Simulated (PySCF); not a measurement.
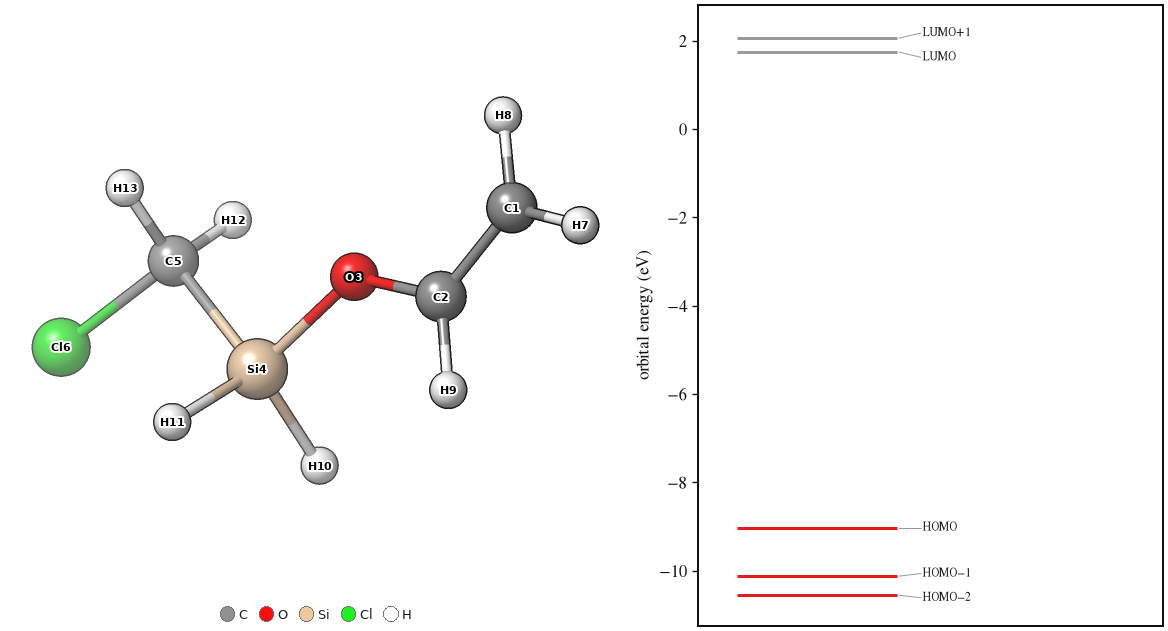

C₃H₇ClOSi, SMILES C=CO[SiH2]CCl. Kohn-Sham orbital energies near the frontier, ωB97X-D/def2-SVPD with PySCF 2.14.0, at a GFN2-xTB geometry (no frequency check), isolated molecule; empty levels in grey, levels within 0.03 eV side by side.

Where do the frontier orbitals lie?

Answer. HOMO at −9.02 eV, LUMO at 1.74 eV, 10.76 eV apart.

How far below the HOMO does the next level lie?

Answer. 1.10 eV.

List the levels with the atoms that carry most of them (a dash for levels above zero or within 0.03 eV of another, where shares mean little).

Answer.
| orbital | energy (eV) | Löwdin shares |
| --- | --- | --- |
| LUMO+1 | 2.06 | – |
| LUMO | 1.74 | – |
| HOMO | −9.02 | C1 36 %, C2 26 %, O3 23 % |
| HOMO−1 | −10.12 | Cl6 59 %, C5 21 %, Si4 10 % |
| HOMO−2 | −10.55 | Cl6 78 %, C5 14 % |

Caveats: the tight-binding geometry is rougher than a DFT one and adds to the error; one conformer of a flexible molecule; empty levels above zero depend strongly on the basis.
